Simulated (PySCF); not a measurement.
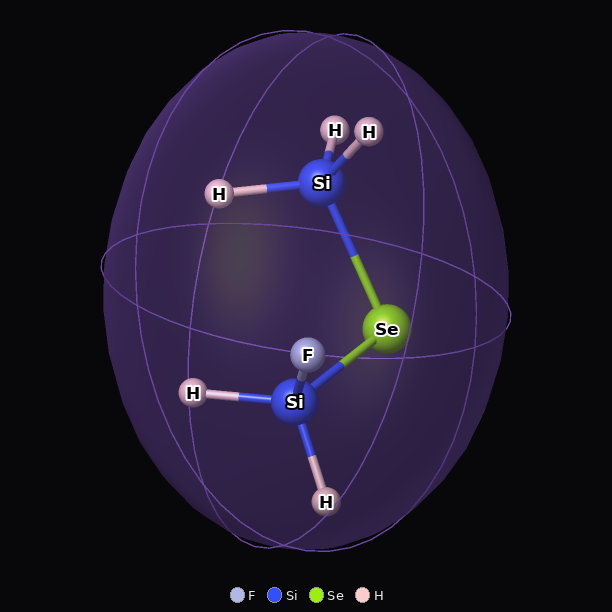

The ellipsoid shows the static dipole polarisability: its half-axes are proportional to the principal values. Computed geometry: PBE0-D3(BJ)/def2-SVP optimisation. No frequency run is at hand to confirm it as a minimum. Computed with ωB97X-D/def2-SVPD (PySCF 2.14.0).

**Give the principal values, the mean and the anisotropy.**

Principal values 68.8, 80.1, 99.4 bohr³; mean 82.7 bohr³ (12.26 Å³); anisotropy 26.8 bohr³, so the longest axis is 1.45 times the shortest.
